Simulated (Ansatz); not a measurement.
# P2 (diphosphorus): B3LYP/def2-TZVPPD

What is the vertical electron affinity of P2 (diphosphorus) at B3LYP/def2-TZVPPD? 

The results are computed with Ansatz 0.2.0.

16 further runs of the same task are left out: 16 set aside as unsound or not needed.

## Step 1: Starting point

The species is P2 (2 atoms), meant as a singlet with charge 0. As SMILES, `P#P`. The bond length is the measured one.

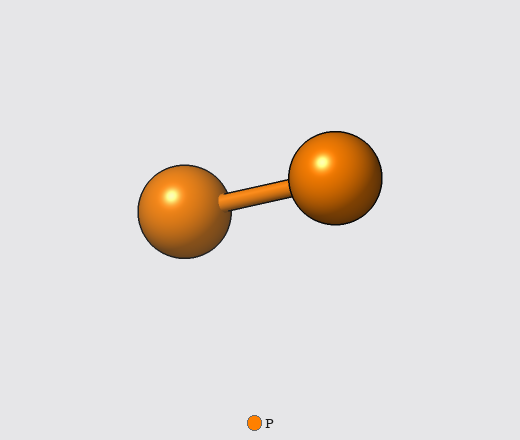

The structure, seen from a chosen angle (phosphorus orange).

## Step 2: The energy at B3LYP/def2-TZVPPD

The input, in.yaml:

```yaml
crystal:
  periodic: [false, false, false]
  atoms:
    - {symbol: P, position_ang: [0.000000, 0.000000, 0.000000]}
    - {symbol: P, position_ang: [0.000000, 0.000000, 1.893400]}
basis:
  gaussian: {orbitals: def2-TZVPPD.json}
output: {orbitals: {seedname: orbitals}}
hamiltonian: {xc: {name: B3LYP}}
accuracy: high
```

The basis set def2-TZVPPD is read from a file made from the Basis Set Exchange's data (not shown).

Command:

```
$ ansatz run in.yaml --threads 1 --pin off --max-ram 3480MiB --events-out events.jsonl --progress --plain --runs-dir runs
```

What it wrote:

```text
Warning: RAYON_NUM_THREADS=1 ignored (pool sized by the plan → 1); use --threads N
Functional definition: B3LYP
  name "B3LYP"
  parameter a0 = 0.2
  parameter ax = 0.72
  parameter ac = 0.81
  exchange = (1 - a0 - ax)*slater_x + ax*b88_x + a0*exact_x
  correlation = (1 - ac)*vwn_rpa_c + ac*lyp_c
1257 factors; integrals over basis functions are off by at most 3.3e-9 eV
mean field evaluation 1: about -18577.5284 eV, gradient 1.9e1 eV
mean field evaluation 2: about -18577.5914 eV, gradient 1.9e1 eV
mean field evaluation 4: about -18578.4863 eV, gradient 4.7e-1 eV
mean field evaluation 8: about -18578.4874 eV, gradient 2.0e-3 eV
mean field evaluation 16: about -18578.4874 eV, gradient 3.8e-7 eV
mean field -18578.48742705 eV, -682.7468199929 hartree, gradient 6.3e-9 eV, S^2 0.000000; 0 other end points of the search recorded, 0 dependent functions left out
reference -18578.48745309 eV, -682.7468209500 hartree; 15, 15 occupied and 81, 81 virtual orbitals, 1257 factors
Total energy: -18578.48745309 eV, -682.7468209500 hartree
```

Run time: 2.6 s. Hardware: 1 thread of Intel Xeon Platinum 8488C (Sapphire Rapids), shared host; peak memory 0.2 GiB.

## Step 3: The doublet anion

The input, in.yaml:

```yaml
basis:
  gaussian: {orbitals: def2-TZVPPD.json}
crystal:
  periodic: [false, false, false]
  atoms:
    - {symbol: P, position_ang: [0.000000, 0.000000, 0.000000]}
    - {symbol: P, position_ang: [0.000000, 0.000000, 1.893400]}
accuracy: high
output: {orbitals: {seedname: orbitals}}
hamiltonian: {xc: {name: B3LYP}}
total_charge: -1
magnetization: {spin_polarized: true, initial_magnetization: 1}
```

The basis set def2-TZVPPD is read from a file made from the Basis Set Exchange's data (not shown).

Command:

```
$ ansatz run in.yaml --threads 1 --pin off --max-ram 3480MiB --events-out events.jsonl --progress --plain --runs-dir runs
```

What it wrote:

```text
Warning: RAYON_NUM_THREADS=1 ignored (pool sized by the plan → 1); use --threads N
[... 7 set-up lines as earlier in the session ...]
1257 factors; integrals over basis functions are off by at most 3.3e-9 eV
mean field evaluation 1: about -18578.7962 eV, gradient 3.9e0 eV
mean field evaluation 2: about -18578.8545 eV, gradient 2.7e0 eV
mean field evaluation 4: about -18578.8832 eV, gradient 8.3e-1 eV
mean field evaluation 8: about -18578.9728 eV, gradient 4.3e-2 eV
mean field evaluation 16: about -18578.9728 eV, gradient 4.4e-6 eV
mean field evaluation 32: about -18578.9728 eV, gradient 2.9e-8 eV
mean field -18578.97280181 eV, -682.7646571864 hartree, gradient 7.2e-8 eV, S^2 0.755238; 1 other end points of the search recorded, 0 dependent functions left out
reference -18578.97282708 eV, -682.7646581150 hartree; 16, 15 occupied and 80, 81 virtual orbitals, 1257 factors
Total energy: -18578.97282708 eV, -682.7646581150 hartree
```

It took 7.2 s on 1 thread of Intel Xeon Platinum 8488C (Sapphire Rapids), shared host; peak memory 0.28 GiB.

## Step 4: Summary of results

At B3LYP/def2-TZVPPD:

| quantity | value |
| --- | --- |
| singlet P2: total energy | -682.74682 Eh |
| singlet P2: HOMO energy | -7.82 eV |
| singlet P2: LUMO energy | -2.76 eV |
| singlet P2: HOMO–LUMO gap | 5.06 eV |
| doublet anion: total energy | -682.76466 Eh |
| doublet anion: HOMO energy (highest over α and β) | 1.75 eV |
| doublet anion: LUMO energy (lowest over α and β) | 3.20 eV |
| doublet anion: ⟨S²⟩ | 0.755 |
| vertical electron affinity (to the doublet anion) | 0.485 eV |

**Reading.** At fixed nuclei the extra electron is bound by 0.49 eV (46.8 kJ/mol). The HOMO (doublet anion) lies at positive energy, 1.75 eV; only total energies tell whether the electron is bound.
